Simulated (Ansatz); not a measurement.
**TiO, pressure series**

The reference is TiO (space group C2/m, No. 12; a = 9.2077 Å, b = 4.1234 Å, c = 5.7587 Å, α = γ = 90.00°, β = 107.35°).

Cell and atoms are relaxed at each pressure.

Level of theory: PBEsol (Ansatz, an electronic-structure program, PAW, scalar-relativistic without spin-orbit coupling).

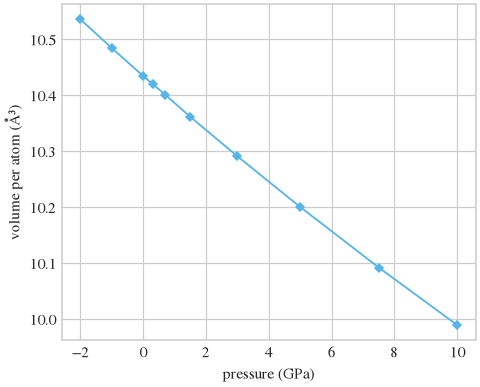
Figure. Volume per atom against pressure

```tsv
pressure (GPa)	volume per atom
-2	10.54 Å³
-1	10.48 Å³
0.3	10.42 Å³
0.7	10.40 Å³
1.5	10.36 Å³
3	10.29 Å³
5	10.20 Å³
7.5	10.09 Å³
10	9.99 Å³
```

Load acts through the strain it causes; cell and atoms are relaxed under it. Whether these cells are dynamically stable was not tested. Competing high-pressure phases were not computed. No Hubbard U is applied, and correlation can decide whether such a compound is a metal. The final runs are not spin-polarised.
